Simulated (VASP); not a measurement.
Band structure of Sb (relaxed from the lonsdaleite structure, space group P6_3/mmc). These are PBEsol GGA, VASP's PBE PAW potentials (set 64) (plane waves; VASP) values and carry that method's errors.

Unless said otherwise, spin-orbit coupling is left out, though it shifts the bands of the heavy elements here.

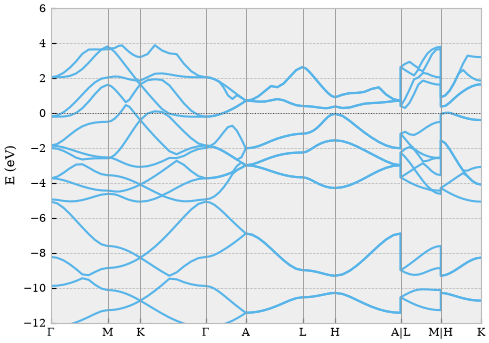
*Bands along high-symmetry lines, zero at the valence-band maximum or, without a gap, the Fermi level*

**Question.** Read the plot: is there a gap, and where are the band edges?

**Answer.** It has no gap at this level: it comes out as a metal or semimetal. (Edges off the drawn lines would not show.)

The structure was generated: Sb was put into the lonsdaleite type (P6_3/mmc), which need not be its known phase. It was relaxed first, which changed the volume by +9 %.
